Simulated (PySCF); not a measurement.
**C$_{5}$H$_{6}$P, charge −1, SMILES `Cc1ccc[p-]1`: what the electrons do**

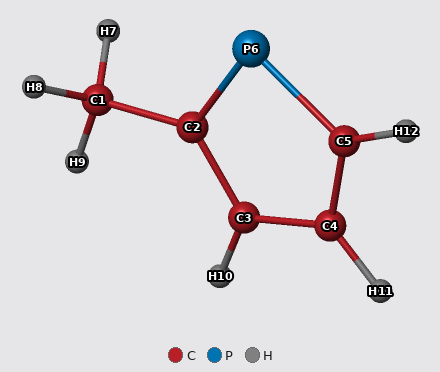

The molecule, with its atoms numbered as below. No frequency check shows the geometry to be a minimum.

Geometry (Å), atoms numbered from 1:

```
C1      -2.2713   -0.0852   -0.0001
C2      -0.7701   -0.1494    0.0001
C3      -0.0538   -1.3284    0.0001
C4       1.3321   -1.1336   -0.0001
C5       1.6744    0.1984   -0.0000
P6       0.2865    1.2582    0.0001
H7      -2.6481    0.4403   -0.8816
H8      -2.6485    0.4418    0.8798
H9      -2.6900   -1.0952    0.0007
H10     -0.5251   -2.3075    0.0007
H11      2.0572   -1.9421   -0.0006
H12      2.6890    0.5781   -0.0000
```

Part 1: Removing or adding an electron

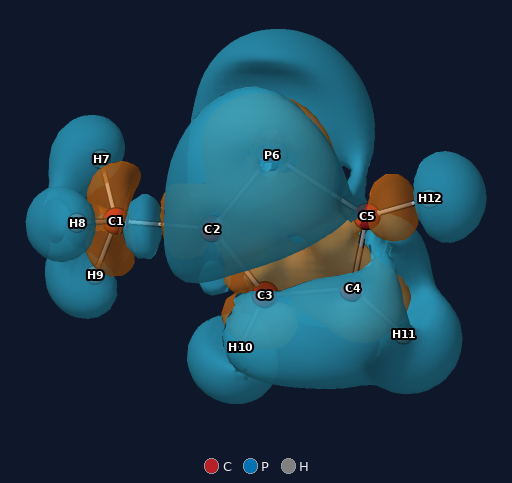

Fukui function f⁻ = ρ(N) − ρ(N−1) at fixed geometry, surfaces at ±0.008 e/Å³ (light blue positive, orange negative).

Computed with PySCF, BLYP/6-31+G*, geometry: GFN2-xTB. The highest occupied Kohn–Sham orbital has positive energy, a self-interaction fault of such functionals for anions.

> Which atoms respond most to the removal of an electron?

f⁻ (Hirshfeld-condensed) is largest on P6 (0.38); the vertical detachment energy is 1.98 eV. Condensed values hint at sites of electrophilic attack but needn't mark the atom that reacts. Orbital relaxation makes it negative in places (0.18 e in all).

Part 2: Localised orbitals

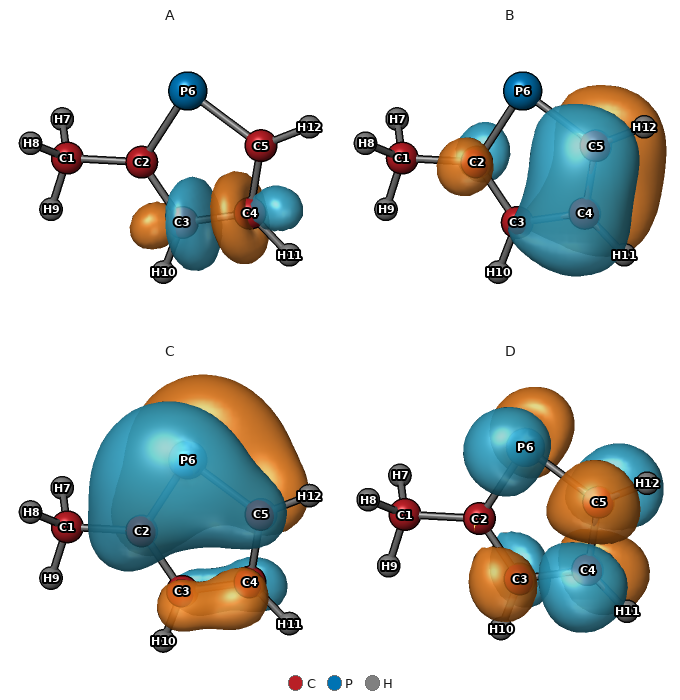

Intrinsic bond orbitals (IBO), occupied and valence-virtual; each surface holds about 85 % of the orbital's density. Energies are diagonal elements of the Fock matrix.

Computed with PySCF, ωB97X/def2-SVPD, geometry: GFN2-xTB.

> Name the orbitals, with their atomic make-up and energies.

By panel:
- A: σ* orbital C4–C3 (C4 50 %, C3 50 %; 23.3 eV)
- B: π bond C4–C5 (C4 48 %, C5 44 %, C2 5 %; −4.7 eV)
- C: delocalised π orbital mainly over P6, C2 and C5 (P6 69 %, C2 14 %, C5 11 %; −3.2 eV)
- D: delocalised π* orbital mainly over C5, C4, P6 and C3 (C5 39 %, C4 38 %, P6 15 %; 10.3 eV)

> How do all the valence pairs divide up?

16 pairs: 12 σ bonds, 2 two-centre π bonds, 1 lone pair and 1 delocalised π orbital.

Part 3: Magnetic shielding

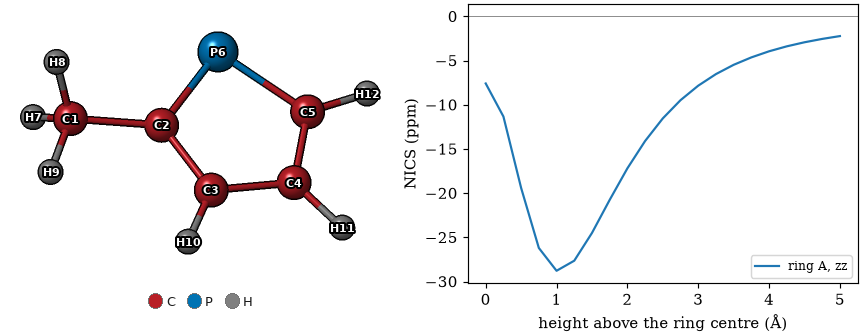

GIAO NICS scans along the ring normals; ring A: 5-membered ring C2/C3/C4/C5/P6.

Method: PBE0/def2-SVP; geometry: GFN2-xTB; program: PySCF. The highest occupied Kohn–Sham orbital has positive energy, a self-interaction fault of such functionals for anions. The basis has no diffuse functions, which an anion needs.

> What does each scan say about the ring current?

Ring A is strongly diatropic (aromatic): NICSzz reaches −28.8 ppm at 1.00 Å; NICS(0) = −13.0, NICS(1) = −11.1, NICS(1)zz = −28.8 ppm.

> What absolute proton shieldings does the same calculation give?

From 25.4 ppm (H12) to 30.0 ppm (H9).

The PySCF runs shown took 7 min, 28 s and 29 s on 1 thread of Arm Neoverse V2 (shared host).
